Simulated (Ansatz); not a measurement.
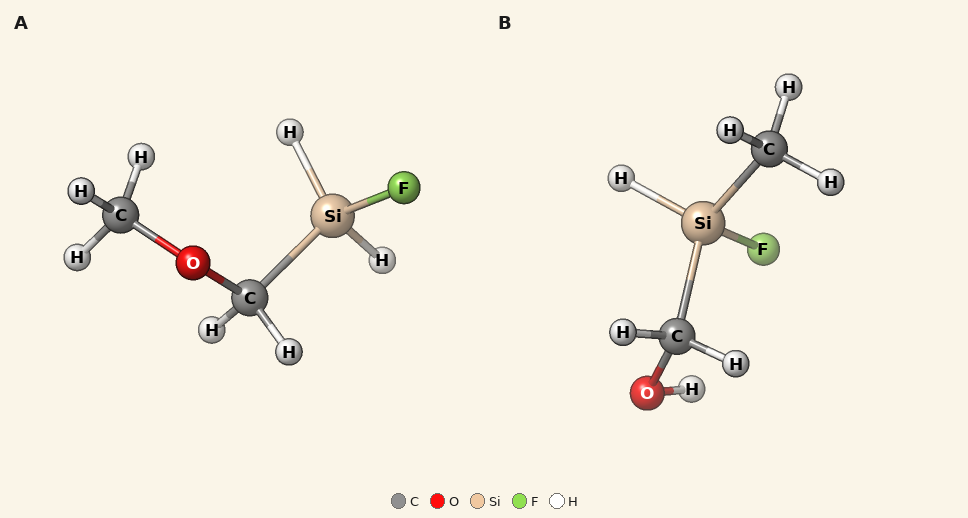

Depth is shown by fading: the farther an atom, the more it takes the colour of the background. Computed geometry: PBE-D4/def2-SVP optimisation. No frequency run is at hand to confirm it as a minimum.

**Are A and B the same structure? If not, how do they differ?**

No. They are constitutional isomers of C2H7FOSi: A is COC[SiH2]F, B is C[Si@@H](F)CO
